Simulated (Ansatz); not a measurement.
# C2H8N2W: one species, many methods

How much do the methods differ for C2H8N2W? The plan is to run it at one geometry with functionals of several rungs and with coupled cluster. The comparison is of orbital energies and run times, and the correlation energy is taken apart.

Computed with Ansatz 0.2.0, Gaussian basis. Level: functionals in def2-TZVPP, the program's frozen cores in correlated methods.

The runs, in order: LDA (SPW92), PBE-D4, revPBE-D4, BLYP-D4, r2SCAN-D4, B97M-V, PBE0-D4, B3LYP-D4, r2SCANh-D4, r2SCAN0-D4, HSE06-D4, BHLYP-D4, CAM-B3LYP-D4, LC-ωPBE, ωB97X-V, ωB97M-V, B2PLYP, PBE-QIDH; CCSD(T)/def2-SVP; CCSD(T)/def2-TZVPP; MP2/def2-QZVPP; extrapolation to the limit; RPA on PBE.

1 further run of the same task is left out (for a known fault of the program). Runs told in other sessions of the task aren't counted.

## Step 1: The relaxed structure

The geometry comes from an earlier relaxation with PBE0-D4 in a triple-zeta def2 set; it is a stationary point, not always the lowest conformer. W takes the def2 core potential; no spin-orbit term is included.

SMILES `[CH3][W]([CH3])(=[NH])=[NH]`, 13 atoms, charge 0, spin multiplicity 1.

Atoms are counted from 1 here; the program's logs count them from 0.

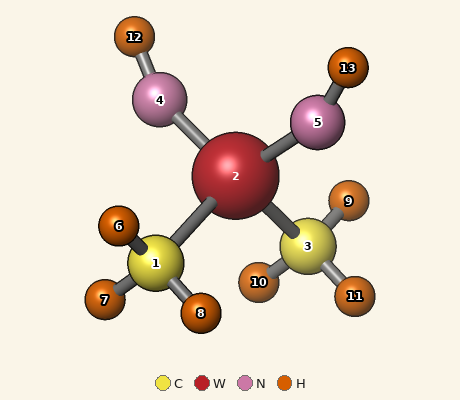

The structure; carbon yellow, tungsten red, nitrogen pink, hydrogen orange; atoms are numbered from 1 in the order of the file.

## Step 2: LDA

This LDA is Slater exchange with PW92 correlation.

in.yaml

```yaml
crystal:
  periodic: [false, false, false]
  atoms:
    - {symbol: C, position_ang: [-1.786844, 0.658865, -0.354102]}
    - {symbol: W, position_ang: [0.279788, 0.217114, -0.161703]}
    - {symbol: C, position_ang: [0.680704, -1.517229, 0.993528]}
    - {symbol: N, position_ang: [0.898960, -0.077148, -1.771318]}
    - {symbol: N, position_ang: [1.025451, 1.570359, 0.658947]}
    - {symbol: H, position_ang: [-1.979748, 1.551794, -0.952736]}
    - {symbol: H, position_ang: [-2.293722, -0.184840, -0.835626]}
    - {symbol: H, position_ang: [-2.216564, 0.821380, 0.640626]}
    - {symbol: H, position_ang: [1.747321, -1.733248, 1.085762]}
    - {symbol: H, position_ang: [0.201415, -2.383475, 0.524029]}
    - {symbol: H, position_ang: [0.276636, -1.381038, 2.002871]}
    - {symbol: H, position_ang: [1.497763, 0.114129, -2.559497]}
    - {symbol: H, position_ang: [1.668840, 2.343326, 0.729219]}
basis:
  gaussian: {orbitals: def2-TZVPP}
hamiltonian: {xc: lda}
output: {orbitals: {seedname: orbitals}}
```

Run with:

```console
> ansatz run in.yaml --threads 4 --pin off --events-out ev --progress --plain --max-ram 11315MiB
```

What it wrote:

```text
Functional definition: SPW92
  name "SPW92"
  cite "Dirac, Proc. Camb. Phil. Soc. 26, 376 (1930) doi:10.1017/S0305004100016108"
  cite "Slater, Phys. Rev. 81, 385 (1951) doi:10.1103/PhysRev.81.385"
  cite "Perdew & Wang, Phys. Rev. B 45, 13244 (1992) doi:10.1103/PhysRevB.45.13244"
  exchange = slater_x
  correlation = pw_c
1477 factors; their error is unknown
mean field evaluation 1: about -6927.4698 eV, gradient 1.4e2 eV
mean field evaluation 2: about -6728.9144 eV, gradient 3.0e2 eV
mean field evaluation 4: about -6961.5498 eV, gradient 4.7e1 eV
mean field evaluation 8: about -6966.1957 eV, gradient 1.1e0 eV
mean field evaluation 16: about -6966.1713 eV, gradient 2.2e-3 eV
mean field -6966.17127079 eV, -256.0020723610 hartree, gradient 1.4e-5 eV, S^2 0.000000; 0 other end points of the search recorded, 0 dependent functions left out
reference -6966.17131532 eV, -256.0020739975 hartree; 24, 24 occupied and 268, 268 virtual orbitals, 1477 factors
Total energy: -6966.17131532 eV, -256.0020739975 hartree
```

Run time: 2 s. Hardware: 4 threads of Arm Neoverse V2, shared host; peak memory 0.39 GiB.

HOMO -6.28 eV, LUMO -2.58 eV.

## Step 3: PBE-D4 (GGA)

in.yaml, as its differences from that of step 2:

```diff
@@ -18,3 +18,3 @@
   gaussian: {orbitals: def2-TZVPP}
-hamiltonian: {xc: lda}
-output: {orbitals: {seedname: orbitals}}
+hamiltonian: {xc: pbe, dispersion: d4}
+output: {forces: true, orbitals: {seedname: orbitals}}
```

The command is unchanged.

What it wrote, shortened:

```text
Functional definition: PBE
  name "PBE"
  cite "Perdew, Burke & Ernzerhof, Phys. Rev. Lett. 77, 3865 (1996) doi:10.1103/PhysRevLett.77.3865"
  parent pbe
[...]
1477 factors; their error is unknown
[...]
mean field -7008.83546217 eV, -257.5699524753 hartree, gradient 1.8e-5 eV, S^2 0.000000; 0 other end points of the search recorded, 0 dependent functions left out
[...]
reference -7008.83551026 eV, -257.5699542426 hartree; 24, 24 occupied and 268, 268 virtual orbitals, 1477 factors
Total energy: -7009.13336278 eV, -257.5809001210 hartree
Atom 0 at    -1.786844     0.658865    -0.354102 Å, force     0.064158     0.003976    -0.004627 eV/Å
Atom 1 at     0.279788     0.217114    -0.161703 Å, force    -0.523818    -0.407682     0.303456 eV/Å
Atom 2 at     0.680704    -1.517229     0.993528 Å, force     0.007467     0.052969    -0.036669 eV/Å
Atom 3 at     0.898960    -0.077148    -1.771318 Å, force     0.053098    -0.225664    -0.460918 eV/Å
Atom 4 at     1.025451     1.570359     0.658947 Å, force     0.095746     0.341803     0.374741 eV/Å
Atom 5 at    -1.979748     1.551794    -0.952736 Å, force    -0.060953     0.174965    -0.116049 eV/Å
Atom 6 at    -2.293722    -0.184840    -0.835626 Å, force    -0.089014    -0.156941    -0.097837 eV/Å
Atom 7 at    -2.216564     0.821380     0.640626 Å, force    -0.074478     0.037275     0.187388 eV/Å
Atom 8 at     1.747321    -1.733248     1.085762 Å, force     0.208246    -0.061258     0.030794 eV/Å
Atom 9 at     0.201415    -2.383475     0.524029 Å, force    -0.084974    -0.161313    -0.095978 eV/Å
Atom 10 at     0.276636    -1.381038     2.002871 Å, force    -0.070314     0.033595     0.190152 eV/Å
Atom 11 at     1.497763     0.114129    -2.559497 Å, force     0.230127     0.089396    -0.276847 eV/Å
Atom 12 at     1.668840     2.343326     0.729219 Å, force     0.244709     0.278878     0.002394 eV/Å
Dipole moment:     0.057565     0.044783    -0.033237 e Å
```

Wall time 4.1 s (4 threads of Arm Neoverse V2, shared host); peak memory 0.4 GiB.

HOMO -6.10 eV, LUMO -2.35 eV.

## Step 4: revPBE-D4 (GGA)

in.yaml, as its differences from that of step 3:

```diff
@@ -18,3 +18,3 @@
   gaussian: {orbitals: def2-TZVPP}
-hamiltonian: {xc: pbe, dispersion: d4}
-output: {forces: true, orbitals: {seedname: orbitals}}
+hamiltonian: {xc: {name: revPBE}, dispersion: d4}
+output: {orbitals: {seedname: orbitals}}
```

The command is unchanged.

What it wrote:

```text
Functional definition: revPBE
  name "revPBE"
  cite "Zhang & Yang, Phys. Rev. Lett. 80, 890 (1998) doi:10.1103/PhysRevLett.80.890"
  cite "Perdew, Burke & Ernzerhof, Phys. Rev. Lett. 77, 3865 (1996) doi:10.1103/PhysRevLett.77.3865"
  parameter kappa = 1.245
  parameter beta = 0.06672455060314922
  exchange = pbe_x(kappa = kappa, mu = beta*pi^2/3)
  correlation = pbe_c(beta = beta)
1477 factors; their error is unknown
mean field evaluation 1: about -6979.6736 eV, gradient 1.3e2 eV
mean field evaluation 2: about -6787.9948 eV, gradient 3.0e2 eV
mean field evaluation 4: about -7010.7853 eV, gradient 4.4e1 eV
mean field evaluation 8: about -7014.8770 eV, gradient 7.7e-1 eV
mean field evaluation 16: about -7014.8491 eV, gradient 2.8e-3 eV
mean field -7014.84909981 eV, -257.7909495825 hartree, gradient 1.7e-5 eV, S^2 0.000000; 0 other end points of the search recorded, 0 dependent functions left out
reference -7014.84916006 eV, -257.7909517968 hartree; 24, 24 occupied and 268, 268 virtual orbitals, 1477 factors
Total energy: -7015.63856953 eV, -257.8199620595 hartree
```

It took 3.4 s on 4 threads of Arm Neoverse V2, shared host; peak memory 0.4 GiB.

HOMO -6.02 eV, LUMO -2.25 eV.

## Step 5: BLYP-D4 (GGA)

in.yaml, as its differences from that of step 4:

```diff
@@ -18,3 +18,3 @@
   gaussian: {orbitals: def2-TZVPP}
-hamiltonian: {xc: {name: revPBE}, dispersion: d4}
+hamiltonian: {xc: {name: BLYP}, dispersion: d4}
 output: {orbitals: {seedname: orbitals}}
```

The command is unchanged.

What it wrote:

```text
Functional definition: BLYP
  name "BLYP"
  cite "Becke, Phys. Rev. A 38, 3098 (1988) doi:10.1103/PhysRevA.38.3098"
  cite "Lee, Yang & Parr, Phys. Rev. B 37, 785 (1988) doi:10.1103/PhysRevB.37.785"
  parameter beta = 0.0042
  parameter a = 0.04918
  parameter b = 0.132
  parameter c = 0.2533
  parameter d = 0.349
  exchange = b88_x(beta = beta)
  correlation = lyp_c(a = a, b = b, c = c, d = d)
1477 factors; their error is unknown
mean field evaluation 1: about -6970.1623 eV, gradient 1.5e2 eV
mean field evaluation 2: about -6755.2681 eV, gradient 3.1e2 eV
mean field evaluation 4: about -7005.6324 eV, gradient 5.5e1 eV
mean field evaluation 8: about -7011.9151 eV, gradient 1.2e0 eV
mean field evaluation 16: about -7011.8877 eV, gradient 2.9e-3 eV
mean field -7011.88772524 eV, -257.6821210744 hartree, gradient 2.1e-5 eV, S^2 0.000000; 0 other end points of the search recorded, 0 dependent functions left out
reference -7011.88814090 eV, -257.6821363495 hartree; 24, 24 occupied and 268, 268 virtual orbitals, 1477 factors
Total energy: -7012.51752993 eV, -257.7052659700 hartree
```

Wall time 3.4 s (4 threads of Arm Neoverse V2, shared host); peak memory 0.4 GiB.

HOMO -5.96 eV, LUMO -2.26 eV.

## Step 6: r2SCAN-D4 (meta-GGA)

in.yaml, as its differences from that of step 5:

```diff
@@ -18,3 +18,3 @@
   gaussian: {orbitals: def2-TZVPP}
-hamiltonian: {xc: {name: BLYP}, dispersion: d4}
-output: {orbitals: {seedname: orbitals}}
+hamiltonian: {xc: r2scan, dispersion: d4}
+output: {forces: true, orbitals: {seedname: orbitals}}
```

The command is unchanged.

What it wrote, shortened:

```text
Functional definition: r2SCAN
  name "r2SCAN"
  cite "Furness, Kaplan, Ning, Perdew & Sun, J. Phys. Chem. Lett. 11, 8208 (2020) doi:10.1021/acs.jpclett.0c02405"
  cite "Furness, Kaplan, Ning, Perdew & Sun, J. Phys. Chem. Lett. 11, 9248 (2020) doi:10.1021/acs.jpclett.0c03077"
  parent r2scan
[...]
1477 factors; their error is unknown
[...]
mean field -7012.24999752 eV, -257.6954343352 hartree, gradient 8.5e-5 eV, S^2 0.000000; 0 other end points of the search recorded, 0 dependent functions left out
[...]
reference -7012.25001120 eV, -257.6954348377 hartree; 24, 24 occupied and 268, 268 virtual orbitals, 1477 factors
Total energy: -7012.32516243 eV, -257.6981965947 hartree
Atom 0 at    -1.786844     0.658865    -0.354102 Å, force    -0.035990     0.007593    -0.001863 eV/Å
Atom 1 at     0.279788     0.217114    -0.161703 Å, force    -0.289949    -0.226261     0.168307 eV/Å
[...]
Atom 3 at     0.898960    -0.077148    -1.771318 Å, force     0.100027    -0.111637    -0.362795 eV/Å
Atom 4 at     1.025451     1.570359     0.658947 Å, force     0.130010     0.290926     0.229695 eV/Å
Atom 5 at    -1.979748     1.551794    -0.952736 Å, force    -0.013682    -0.010269     0.007746 eV/Å
Atom 6 at    -2.293722    -0.184840    -0.835626 Å, force     0.006387     0.011435     0.001532 eV/Å
Atom 7 at    -2.216564     0.821380     0.640626 Å, force     0.005323     0.002025    -0.011984 eV/Å
Atom 8 at     1.747321    -1.733248     1.085762 Å, force    -0.012558    -0.010447     0.007572 eV/Å
Atom 9 at     0.201415    -2.383475     0.524029 Å, force     0.008737     0.008225     0.003120 eV/Å
Atom 10 at     0.276636    -1.381038     2.002871 Å, force     0.008164     0.000285    -0.010013 eV/Å
Atom 11 at     1.497763     0.114129    -2.559497 Å, force     0.043880     0.031786    -0.028640 eV/Å
Atom 12 at     1.668840     2.343326     0.729219 Å, force     0.044275     0.036325    -0.022331 eV/Å
Dipole moment:     0.043977     0.034244    -0.025380 e Å
```

Run time: 8 s. Hardware: 4 threads of Arm Neoverse V2, shared host; peak memory 0.43 GiB.

HOMO -6.34 eV, LUMO -2.21 eV.

## Step 7: B97M-V (meta-GGA)

in.yaml, as its differences from that of step 6:

```diff
@@ -18,3 +18,3 @@
   gaussian: {orbitals: def2-TZVPP}
-hamiltonian: {xc: r2scan, dispersion: d4}
-output: {forces: true, orbitals: {seedname: orbitals}}
+hamiltonian: {xc: {name: B97M-V}}
+output: {orbitals: {seedname: orbitals}}
```

Launched as before.

What it wrote, shortened:

```text
Functional definition: B97M-V
  name "B97M-V"
  cite "Mardirossian & Head-Gordon, J. Chem. Phys. 142, 074111 (2015) doi:10.1063/1.4907719"
  cite "Becke, J. Chem. Phys. 107, 8554 (1997) doi:10.1063/1.475007"
  cite "Vydrov & Van Voorhis, J. Chem. Phys. 133, 244103 (2010) doi:10.1063/1.3521275"
  # Of w^i u^j: cxij and so on, Table III.
[...]
  gx(w, u) = cx00 + cx01*u + cx02*u^2 + (cx10 + cx11*u)*w
  gss(w, u) = css00 + css02*u^2 + css10*w + (css32*w^3 + css42*w^4)*u^2
  gos(w, u) = cos00 + cos01*u + cos03*u^3 + cos10*w + cos32*w^3*u^2
[...]
      + integral(e_c_pw_mod_opposite_spin*gos(b97_w_opposite, b97_u_opposite)) + vv10(b, c)
1477 factors; their error is unknown
[...]
mean field -7013.64210221 eV, -257.7465932388 hartree, gradient 1.5e-5 eV, S^2 0.000000; 0 other end points of the search recorded, 0 dependent functions left out
reference -7013.64217162 eV, -257.7465957897 hartree; 24, 24 occupied and 268, 268 virtual orbitals, 1477 factors
Total energy: -7013.64217162 eV, -257.7465957897 hartree
```

It took 15 s on 4 threads of Arm Neoverse V2, shared host; peak memory 0.52 GiB.

HOMO -6.39 eV, LUMO -2.21 eV.

## Step 8: PBE0-D4 (hybrid)

in.yaml, as its differences from that of step 7:

```diff
@@ -18,3 +18,3 @@
   gaussian: {orbitals: def2-TZVPP}
-hamiltonian: {xc: {name: B97M-V}}
+hamiltonian: {xc: pbe0, dispersion: d4}
 output: {orbitals: {seedname: orbitals}}
```

Same command.

What it wrote:

```text
Functional definition: PBE0
  name "PBE0"
  cite "Adamo & Barone, J. Chem. Phys. 110, 6158 (1999) doi:10.1063/1.478522"
  cite "Perdew, Burke & Ernzerhof, Phys. Rev. Lett. 77, 3865 (1996) doi:10.1103/PhysRevLett.77.3865"
  parent pbe
  parameter a = 0.25
  parameter kappa = 0.804
  parameter beta = 0.06672455060314922
  exchange = (1 - a)*pbe_x(kappa = kappa, mu = beta*pi^2/3) + a*exact_x
  correlation = pbe_c(beta = beta)
1542 factors; their error is unknown
mean field evaluation 1: about -6983.7541 eV, gradient 1.1e2 eV
mean field evaluation 2: about -6882.1862 eV, gradient 2.4e2 eV
mean field evaluation 4: about -7006.8584 eV, gradient 1.6e1 eV
mean field evaluation 8: about -7007.4426 eV, gradient 7.2e-2 eV
mean field evaluation 16: about -7007.4463 eV, gradient 6.1e-5 eV
mean field -7007.44625068 eV, -257.5188998947 hartree, gradient 6.1e-5 eV, S^2 0.000000; 0 other end points of the search recorded, 0 dependent functions left out
reference -7007.44628641 eV, -257.5189012077 hartree; 24, 24 occupied and 268, 268 virtual orbitals, 1542 factors
Total energy: -7007.70146466 eV, -257.5282788356 hartree
```

Run time: 4.4 s. Hardware: 4 threads of Arm Neoverse V2, shared host; peak memory 0.75 GiB.

HOMO -7.35 eV, LUMO -1.53 eV.

## Step 9: B3LYP-D4 (hybrid)

B3LYP here takes the VWN-RPA correlation.

in.yaml, as its differences from that of step 8:

```diff
@@ -18,3 +18,3 @@
   gaussian: {orbitals: def2-TZVPP}
-hamiltonian: {xc: pbe0, dispersion: d4}
-output: {orbitals: {seedname: orbitals}}
+hamiltonian: {xc: {name: B3LYP}, dispersion: d4}
+output: {forces: true, orbitals: {seedname: orbitals}}
```

The command is unchanged.

What it wrote, shortened:

```text
Functional definition: B3LYP
  name "B3LYP"
  cite "Stephens, Devlin, Chabalowski & Frisch, J. Phys. Chem. 98, 11623 (1994) doi:10.1021/j100096a001"
  cite "Becke, Phys. Rev. A 38, 3098 (1988) doi:10.1103/PhysRevA.38.3098"
  cite "Lee, Yang & Parr, Phys. Rev. B 37, 785 (1988) doi:10.1103/PhysRevB.37.785"
  cite "Vosko, Wilk & Nusair, Can. J. Phys. 58, 1200 (1980) doi:10.1139/p80-159"
[...]
1522 factors; their error is unknown
[...]
mean field -7014.95477911 eV, -257.7948332251 hartree, gradient 6.1e-5 eV, S^2 0.000000; 0 other end points of the search recorded, 0 dependent functions left out
[...]
reference -7014.95508763 eV, -257.7948445629 hartree; 24, 24 occupied and 268, 268 virtual orbitals, 1522 factors
Total energy: -7015.43304046 eV, -257.8124090054 hartree
Atom 0 at    -1.786844     0.658865    -0.354102 Å, force    -0.258979     0.043595    -0.014741 eV/Å
[...]
Atom 3 at     0.898960    -0.077148    -1.771318 Å, force     0.150575    -0.097487    -0.432489 eV/Å
Atom 4 at     1.025451     1.570359     0.658947 Å, force     0.184586     0.358401     0.238659 eV/Å
Atom 5 at    -1.979748     1.551794    -0.952736 Å, force    -0.004857    -0.044851     0.030883 eV/Å
Atom 6 at    -2.293722    -0.184840    -0.835626 Å, force     0.014818     0.046298     0.026404 eV/Å
Atom 7 at    -2.216564     0.821380     0.640626 Å, force     0.010299    -0.008672    -0.054025 eV/Å
Atom 8 at     1.747321    -1.733248     1.085762 Å, force    -0.053788    -0.000945     0.003218 eV/Å
Atom 9 at     0.201415    -2.383475     0.524029 Å, force     0.025489     0.035713     0.032626 eV/Å
Atom 10 at     0.276636    -1.381038     2.002871 Å, force     0.021490    -0.017654    -0.047504 eV/Å
Atom 11 at     1.497763     0.114129    -2.559497 Å, force     0.003002     0.007369     0.006815 eV/Å
Atom 12 at     1.668840     2.343326     0.729219 Å, force     0.002219    -0.003655    -0.009861 eV/Å
Dipole moment:     0.049764     0.038735    -0.028724 e Å
```

Wall time 7.5 s (4 threads of Arm Neoverse V2, shared host); peak memory 0.91 GiB.

HOMO -7.12 eV, LUMO -1.78 eV.

## Step 10: r2SCANh-D4 (hybrid)

in.yaml, as its differences from that of step 9:

```diff
@@ -18,3 +18,3 @@
   gaussian: {orbitals: def2-TZVPP}
-hamiltonian: {xc: {name: B3LYP}, dispersion: d4}
-output: {forces: true, orbitals: {seedname: orbitals}}
+hamiltonian: {xc: {name: r2SCANh}, dispersion: d4}
+output: {orbitals: {seedname: orbitals}}
```

Same command.

What it wrote, shortened:

```text
Functional definition: r2SCANh
  name "r2SCANh"
  cite "Bursch, Neugebauer, Ehlert & Grimme, J. Chem. Phys. 156, 134105 (2022) doi:10.1063/5.0086040"
  cite "Furness, Kaplan, Ning, Perdew & Sun, J. Phys. Chem. Lett. 11, 8208 (2020) doi:10.1021/acs.jpclett.0c02405"
  cite "Furness, Kaplan, Ning, Perdew & Sun, J. Phys. Chem. Lett. 11, 9248 (2020) doi:10.1021/acs.jpclett.0c03077"
  parent r2scan
[...]
1477 factors; their error is unknown
[...]
mean field -7011.14872521 eV, -257.6549633242 hartree, gradient 4.4e-5 eV, S^2 0.000000; 0 other end points of the search recorded, 0 dependent functions left out
reference -7011.14873773 eV, -257.6549637841 hartree; 24, 24 occupied and 268, 268 virtual orbitals, 1477 factors
Total energy: -7011.22923646 eV, -257.6579220580 hartree
```

Wall time 8.5 s (4 threads of Arm Neoverse V2, shared host); peak memory 0.78 GiB.

HOMO -6.81 eV, LUMO -1.91 eV.

## Step 11: r2SCAN0-D4 (hybrid)

in.yaml, as its differences from that of step 10:

```diff
@@ -18,3 +18,3 @@
   gaussian: {orbitals: def2-TZVPP}
-hamiltonian: {xc: {name: r2SCANh}, dispersion: d4}
+hamiltonian: {xc: {name: r2SCAN0}, dispersion: d4}
 output: {orbitals: {seedname: orbitals}}
```

Same command.

What it wrote, shortened:

```text
Functional definition: r2SCAN0
  name "r2SCAN0"
  cite "Bursch, Neugebauer, Ehlert & Grimme, J. Chem. Phys. 156, 134105 (2022) doi:10.1063/5.0086040"
  cite "Furness, Kaplan, Ning, Perdew & Sun, J. Phys. Chem. Lett. 11, 8208 (2020) doi:10.1021/acs.jpclett.0c02405"
  cite "Furness, Kaplan, Ning, Perdew & Sun, J. Phys. Chem. Lett. 11, 9248 (2020) doi:10.1021/acs.jpclett.0c03077"
  parent r2scan
[...]
1542 factors; their error is unknown
[...]
mean field -7009.54203056 eV, -257.5959183849 hartree, gradient 7.0e-6 eV, S^2 0.000000; 0 other end points of the search recorded, 0 dependent functions left out
reference -7009.54204136 eV, -257.5959187818 hartree; 24, 24 occupied and 268, 268 virtual orbitals, 1542 factors
Total energy: -7009.63112781 eV, -257.5991926485 hartree
```

Run time: 8.5 s. Hardware: 4 threads of Arm Neoverse V2, shared host; peak memory 0.79 GiB.

HOMO -7.51 eV, LUMO -1.45 eV.

## Step 12: HSE06-D4 (hybrid)

HSE06 is the plane-wave form, built on full-range PBE exchange.

in.yaml, as its differences from that of step 11:

```diff
@@ -18,3 +18,3 @@
   gaussian: {orbitals: def2-TZVPP}
-hamiltonian: {xc: {name: r2SCAN0}, dispersion: d4}
+hamiltonian: {xc: hse06, dispersion: d4}
 output: {orbitals: {seedname: orbitals}}
```

Launched as before.

What it wrote, shortened:

```text
Functional definition: HSE06
  name "HSE06"
  cite "Heyd, Scuseria & Ernzerhof, J. Chem. Phys. 118, 8207 (2003) doi:10.1063/1.1564060"
  cite "Krukau, Vydrov, Izmaylov & Scuseria, J. Chem. Phys. 125, 224106 (2006) doi:10.1063/1.2404663"
  cite "Heyd & Scuseria, J. Chem. Phys. 120, 7274 (2004) doi:10.1063/1.1668634"
  cite "Ernzerhof & Perdew, J. Chem. Phys. 109, 3313 (1998) doi:10.1063/1.476928"
  cite "Perdew, Burke & Ernzerhof, Phys. Rev. Lett. 77, 3865 (1996) doi:10.1103/PhysRevLett.77.3865"
  parent pbe
[...]
  # The whole range is PBE's own exchange, as in plane waves. The composition of these papers is wPBEh.
[...]
1542 factors; their error is unknown
135 factors; integrals over basis functions are off by at most 2.6e-7 eV
[...]
mean field -7007.14258158 eV, -257.5077402614 hartree, gradient 3.5e-5 eV, S^2 0.000000; 0 other end points of the search recorded, 0 dependent functions left out
reference -7007.14262921 eV, -257.5077420118 hartree; 24, 24 occupied and 268, 268 virtual orbitals, 1542 factors
Total energy: -7007.38287640 eV, -257.5165709331 hartree
```

Run time: 5.5 s. Hardware: 4 threads of Arm Neoverse V2, shared host; peak memory 0.81 GiB.

HOMO -6.94 eV, LUMO -1.91 eV.

## Step 13: BHLYP-D4 (hybrid)

in.yaml, as its differences from that of step 12:

```diff
@@ -18,3 +18,3 @@
   gaussian: {orbitals: def2-TZVPP}
-hamiltonian: {xc: hse06, dispersion: d4}
+hamiltonian: {xc: {name: BHLYP}, dispersion: d4}
 output: {orbitals: {seedname: orbitals}}
```

Launched as before.

What it wrote:

```text
Functional definition: BHLYP
  name "BHLYP"
  cite "Becke, J. Chem. Phys. 98, 1372 (1993) doi:10.1063/1.464304"
  cite "Becke, Phys. Rev. A 38, 3098 (1988) doi:10.1103/PhysRevA.38.3098"
  cite "Lee, Yang & Parr, Phys. Rev. B 37, 785 (1988) doi:10.1103/PhysRevB.37.785"
  parameter a = 0.5
  exchange = (1 - a)*b88_x + a*exact_x
  correlation = lyp_c
1726 factors; their error is unknown
mean field evaluation 1: about -6988.6596 eV, gradient 9.7e1 eV
mean field evaluation 2: about -6941.7009 eV, gradient 1.8e2 eV
mean field evaluation 4: about -7006.3883 eV, gradient 7.2e0 eV
mean field evaluation 8: about -7006.5416 eV, gradient 4.4e-1 eV
mean field evaluation 16: about -7006.5418 eV, gradient 1.9e-4 eV
mean field -7006.54182132 eV, -257.4856627288 hartree, gradient 5.7e-5 eV, S^2 0.000000; 0 other end points of the search recorded, 0 dependent functions left out
reference -7006.54203011 eV, -257.4856704018 hartree; 24, 24 occupied and 268, 268 virtual orbitals, 1726 factors
Total energy: -7006.93963318 eV, -257.5002820450 hartree
```

Run time: 4.8 s. Hardware: 4 threads of Arm Neoverse V2, shared host; peak memory 0.79 GiB.

HOMO -8.48 eV, LUMO -0.62 eV.

[end of part 1 of 2]
